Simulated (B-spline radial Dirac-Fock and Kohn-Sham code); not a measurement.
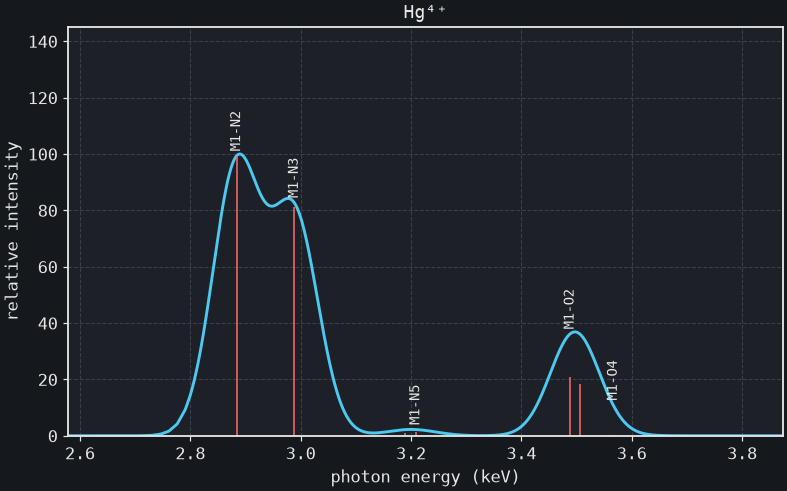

**Figure.** X-ray emission lines that fill an M1 (3s) hole, broadened by a Gaussian of 100 eV full width, as by a silicon detector. Lines at much lower energy are not shown. Multiplet splitting by the open shell is left out. Species: Hg⁴⁺ ([Xe] 4f14 5d8). The calculation used independent-particle rates on relativistic LDA orbitals of the hole state (multipoles to L = 3), energies from Dirac–Fock ΔSCF (a B-spline radial code). Widths ruled by Coster–Kronig decay come out up to twice the measured ones in this model.

Describe what the figure shows.

The strongest line is M1-N2 at 2.8837 keV with 39.1 % of the photons, then M1-N3 at 2.9884 keV (32 %), M1-O2 at 3.4882 keV (8.3 %), M1-O3 at 3.5069 keV (7.2 %), M1-N5 at 3.2085 keV (0.55 %). The hole has a width of 18.3 eV and a fluorescence yield of 0.00258.
